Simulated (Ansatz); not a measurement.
Pulling on the Sn1–F2 bond in FHOSn (SMILES [OH][Sn][F]) (multiplicity 1 held, fragments rigid). Energies count from the point at 1.967 Å.
Geometry at that point (charge 0, multiplicity 1):
```xyz
4

Sn     0.171     0.033     0.322
F     -0.235     1.310    -1.117
O     -0.674    -1.515    -0.578
H     -1.061    -1.317    -1.440
```

Restricted levels (R-, RO-) in cc, def2 and unpolarised 6-31G sets keep to the state of the molecule at rest. U- levels take the lowest unrestricted solution at each point, which mixes spins at long bonds. Levels need not reach the same state.

Correlated levels freeze the cores. Filled d and f shells under p-block atoms count as core.

Codes used: Ansatz (Gaussian basis) for Hartree–Fock, density functionals and correlated methods. Values without a source in brackets are computed. In def2 rows elements past Kr take small-core potentials, without spin–orbit coupling.

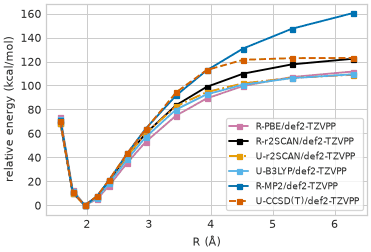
Figure. Relative energy along the coordinate

Doubts at one or more of the structures used: a restricted determinant that unrestricted orbitals would lower (R-PBE/def2-TZVPP, R-r2SCAN/def2-TZVPP, R-MP2/def2-TZVPP); a spin-contaminated determinant (U-r2SCAN/def2-TZVPP, U-B3LYP/def2-TZVPP, U-CCSD(T)/def2-TZVPP); T1 above 0.05 (U-CCSD(T)/def2-TZVPP).

Ansatz is an electronic-structure program.
